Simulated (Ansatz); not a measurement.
**FCI/STO-3G run of SiNH2Cl (SMILES N[Si]Cl)**

What is the vertical singlet–triplet gap of SiNH2Cl at FCI/STO-3G? 

The results are computed with Ansatz 0.2.0.

66 further runs of the same task are left out: 66 set aside as unsound or not needed.

## 1. Starting point

SiNH2Cl: 5 atoms, total charge 0, spin state singlet. SMILES: `N[Si]Cl`. Geometry: relaxed at PBE0-D4/def2-TZVP. This is one conformer, not always the lowest.

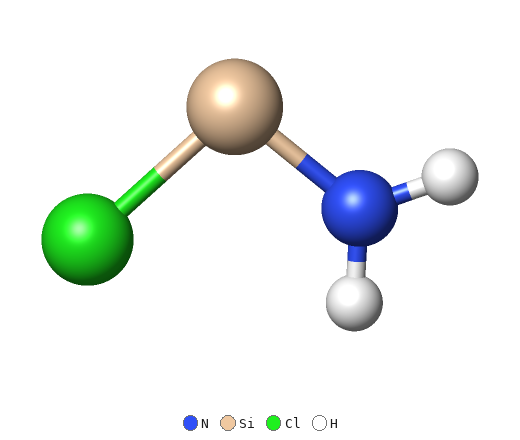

The structure, seen from a chosen angle (nitrogen blue, silicon light orange, chlorine green, hydrogen white).

## 2. A single-point energy at FCI/STO-3G

run.yaml reads:

```yaml
crystal:
  periodic: [false, false, false]
  atoms:
    - symbol: "N"
      position_ang: [-0.148200, 0.583400, -0.233900]
    - symbol: Si
      position_ang: [-0.116200, -0.341800, 1.192600]
    - symbol: Cl
      position_ang: [0.649000, -2.124500, 0.377300]
    - symbol: H
      position_ang: [-0.473300, 1.538600, -0.227400]
    - symbol: H
      position_ang: [0.138600, 0.270600, -1.150000]
basis:
  gaussian: {orbitals: STO-3G}
correlation: {method: fci, frozen_orbitals: {Cl: 5, H: 0, "N": 1, Si: 5}}
accuracy: high
```

Launch:

```sh
ansatz run run.yaml --threads 1 --pin off --max-ram 2610MiB --events-out events.jsonl --progress --plain --runs-dir runs
```

What it wrote:

```text
Warning: RAYON_NUM_THREADS=1 ignored (pool sized by the plan → 1); use --threads N
Functional definition: HF
  name "HF"
  exchange = exact_x
  correlation = 0
457 factors; integrals over basis functions are off by at most 1.2e-8 eV
mean field evaluation 1: about -21635.7875 eV, gradient 1.5e1 eV
mean field evaluation 2: about -21635.8553 eV, gradient 1.5e1 eV
mean field evaluation 4: about -21636.8849 eV, gradient 1.2e0 eV
mean field evaluation 8: about -21636.8924 eV, gradient 2.4e-2 eV
mean field -21636.89237449 eV, -795.1411287501 hartree, gradient 2.4e-8 eV, S^2 0.000000; 0 other end points of the search recorded, 0 dependent functions left out
11 core orbitals not correlated: weight in the atoms' cores, before any rotation towards them, 1.000 or more for the frozen orbitals, at most 0.000 for the correlated occupied ones
reference -21636.89237449 eV, -795.1411287501 hartree; 9, 9 occupied and 5, 5 virtual orbitals, 457 factors
state -21639.87224508 eV, -795.2506369745 hartree
Total energy: -21639.87224508 eV, -795.2506369745 hartree
```

Wall time 19 s (1 thread of Arm Neoverse V1, shared host); peak memory 0.36 GiB.

## 3. The triplet, same level

input.yaml reads:

```yaml
crystal:
  periodic: [false, false, false]
  atoms:
    - symbol: "N"
      position_ang: [-0.148200, 0.583400, -0.233900]
    - symbol: Si
      position_ang: [-0.116200, -0.341800, 1.192600]
    - symbol: Cl
      position_ang: [0.649000, -2.124500, 0.377300]
    - symbol: H
      position_ang: [-0.473300, 1.538600, -0.227400]
    - symbol: H
      position_ang: [0.138600, 0.270600, -1.150000]
basis:
  gaussian:
    orbitals: STO-3G
magnetization:
  spin_polarized: true
  initial_magnetization: 2
correlation:
  method: fci
  frozen_orbitals: {Cl: 5, H: 0, "N": 1, Si: 5}
accuracy: high
```

Launch:

```sh
ansatz run input.yaml --threads 1 --pin off --max-ram 2610MiB --events-out events.jsonl --progress --plain --runs-dir runs
```

What it wrote:

```text
Warning: RAYON_NUM_THREADS=1 ignored (pool sized by the plan → 1); use --threads N
[... 4 set-up lines as earlier in the session ...]
457 factors; integrals over basis functions are off by at most 1.2e-8 eV
mean field evaluation 1: about -21632.5770 eV, gradient 9.9e0 eV
mean field evaluation 2: about -21632.6560 eV, gradient 9.9e0 eV
mean field evaluation 4: about -21633.7290 eV, gradient 1.4e0 eV
mean field evaluation 8: about -21633.7754 eV, gradient 2.9e-5 eV
mean field evaluation 16: about -21632.1272 eV, gradient 4.2e-3 eV
mean field -21633.77462910 eV, -795.0265537202 hartree, gradient 5.6e-8 eV, S^2 2.001273; 2 other end points of the search recorded, 0 dependent functions left out
11 core orbitals not correlated: weight in the atoms' cores, before any rotation towards them, 1.000 or more for the frozen orbitals, at most 0.000 for the correlated occupied ones
reference -21633.76597180 eV, -795.0262355703 hartree; 10, 8 occupied and 4, 6 virtual orbitals, 457 factors
state -21636.03435745 eV, -795.1095972056 hartree
Total energy: -21636.03435745 eV, -795.1095972056 hartree
```

Wall time 20 s (1 thread of Arm Neoverse V1, shared host); peak memory 0.36 GiB.

## 4. Outcome

Level: FCI/STO-3G, 11 core orbitals frozen.

| quantity | value |
| --- | --- |
| singlet: total energy | -795.25064 Eh |
| singlet: correlation energy (11 core orbitals frozen) | -109.5 mEh |
| triplet: total energy | -795.10960 Eh |
| triplet: correlation energy (11 core orbitals frozen) | -83.4 mEh |
| vertical energy of the triplet above the singlet | 3.838 eV |

In words: At this shape the triplet lies 3.84 eV (89 kcal/mol) above the singlet. In a minimal basis such a difference can be off by several eV, whatever the method.
